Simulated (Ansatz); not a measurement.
| atom | x (Å) | y (Å) | z (Å) |
| --- | --- | --- | --- |
| B | 0.4804 | 0.3866 | -1.1628 |
| Cl | 2.3209 | -0.5666 | -1.4278 |
| Cl | -0.3711 | 0.4551 | -2.7177 |
| N | -0.1953 | 0.0186 | 0.0226 |
| Si | -1.8312 | -0.6059 | -0.0794 |
| Si | 0.5649 | -0.0071 | 1.6009 |
| H | 2.2056 | 1.0155 | -1.1886 |
| F | 1.3575 | 1.7000 | -1.0062 |
| H | -2.1699 | -1.0135 | 1.3102 |
| H | -1.9055 | -1.7900 | -0.9673 |
| H | -2.7847 | 0.4333 | -0.5341 |
| H | 1.8760 | 0.6783 | 1.5180 |
| H | -0.3066 | 0.7007 | 2.5712 |
| H | 0.7590 | -1.4050 | 2.0612 |

A transition-state structure; geometry: PBE0-D4/def2-TZVP.

Theory: RKS PBE0-D4/def2-TZVPP (Ansatz).

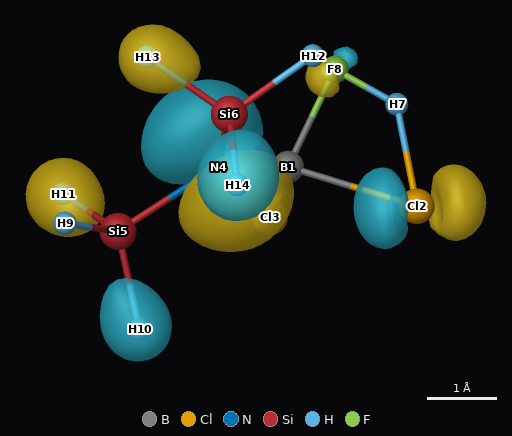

BCl$_{2}$FH$_{7}$NSi$_{2}$. The HOMO at ±0.15 Å⁻³ᐟ² (yellow and cyan are the two phases), seen at an oblique angle.

> Where does this orbital lie, and at what energy?

It lies mainly on N4 (about 40 %), Cl2 (about 10 %), Si6 (about 10 %), Si5 (about 10 %) and H14 (about 5 %). Its energy is −8.12 eV.
